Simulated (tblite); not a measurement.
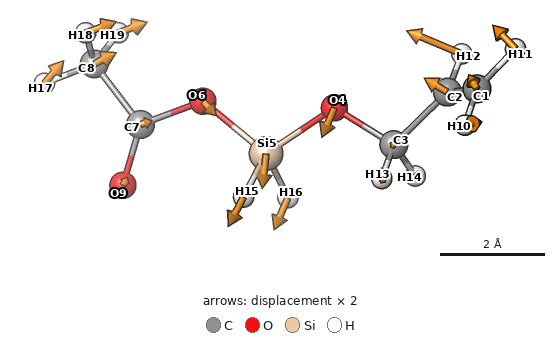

A relaxation of C$_{5}$H$_{10}$O$_{3}$Si. The starting structure is drawn; orange arrows show the displacements, 2 times their true length. The two geometries are superimposed by the best rigid fit.

Style: ball-and-stick. Shown at a tilt.

Method: tblite, GFN2-xTB geometry optimisation, gas phase. 

Q: Which element moves most?

A: Hydrogen: up to 0.59 Å, against 0.35 Å for silicon.

Q: What did the optimiser do to the structure, and how much energy did it gain?

A: The energy falls by 6.99 kcal/mol in 69 geometry steps. The largest move after the best rigid fit is that of H12, 0.59 Å. By element the largest moves are H 0.59 Å, Si 0.35 Å, O 0.33 Å, C 0.28 Å. Some distances before and after: O4–Si5 1.662 → 1.609 Å, O6–C7 1.357 → 1.323 Å, Si5–H15 1.489 → 1.459 Å, C7–O9 1.225 → 1.202 Å. Bond angles that change, for instance: O4–Si5–O6 110.2° → 97.5°, C3–O4–Si5 117.8° → 126.3°, O4–Si5–H15 107.1° → 112.6°.
